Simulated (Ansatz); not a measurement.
Equilibrium of CH3Na + HfCl4 ⇌ NaCl + Hf(CH3)Cl3 at process temperatures

Species: CH3Na `[CH3][Na]`, singlet; HfCl4 (hafnium tetrachloride) `[Cl][Hf]([Cl])([Cl])[Cl]`, singlet; NaCl, singlet; Hf(CH3)Cl3, singlet. The partners trade CH3 for Cl: Na–CH3 and Hf–Cl bonds give way to Na–Cl and Hf–CH3.

The electronic reaction energy at CCSD(T)/def2-TZVPP is -80.8 kJ/mol. Shapes: PBE0-D4/def2-TZVP. Programs: Ansatz 0.2.0. Enthalpy and entropy come from rigid-rotor, harmonic-oscillator sums on unscaled PBE0-D4/def2-TZVP wavenumbers, ideal gases at 1 bar. Symmetry numbers: CH3Na 3, HfCl4 12, NaCl 1, Hf(CH3)Cl3 3. R = 8.3145 J/(mol K).

| T (K) | ΔH (kJ/mol) | ΔS (J/(mol K)) |
| --- | --- | --- |
| 600 | -77.2 | +12.7 |
| 800 | ? | ? |
| 1000 | -75.9 | +14.3 |

Problem. Work out ln K at 600 and 1000 K, and from these estimate it at 800 K.

Solution. 
1. 600 K: ΔG = -77.2 − 600 × (+12.7)/1000 = -84.8 kJ/mol; ln K = −ΔG/RT = +17.00.
2. 1000 K: ΔG = -75.9 − 1000 × (+14.3)/1000 = -90.2 kJ/mol; ln K = −ΔG/RT = +10.85.
3. Slope against 1000/T: (+10.85 − (+17.00))/(1.0000 − 1.6667) = +9.22, that is −ΔH/R with ΔH near -77 kJ/mol.
4. 800 K: ln K = +17.00 + (+9.22) × (1.2500 − 1.6667) = +13.16.

The full sums give ΔH = -76.6 kJ/mol, ΔS = +13.5 J/(mol K), ΔG = -87.4 kJ/mol and ln K = +13.14 at 800 K, so the line is off by +0.02 in ln K; without rounding the miss is +0.01, from the change of ΔH with temperature. The products are favoured over this whole range. An error of 10 kJ/mol in the energy moves ln K by 1.5 at 800 K. Soft modes are treated as harmonic, which can err either way at these temperatures; the lowest are those of HfCl4 (99 cm⁻¹), Hf(CH3)Cl3 (93 cm⁻¹). For atoms past krypton def2 sets carry core potentials with scalar relativity. Outer-core shells of Hf, Na are correlated, in sets that cover them unevenly.

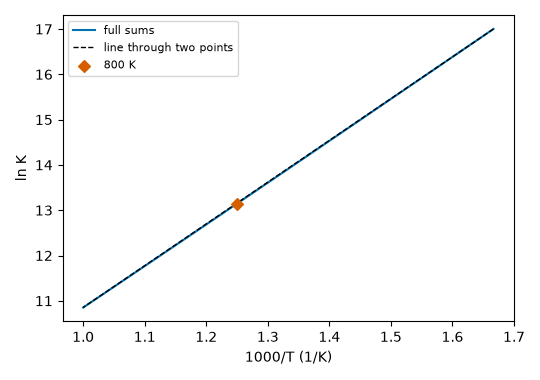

The van 't Hoff plot.
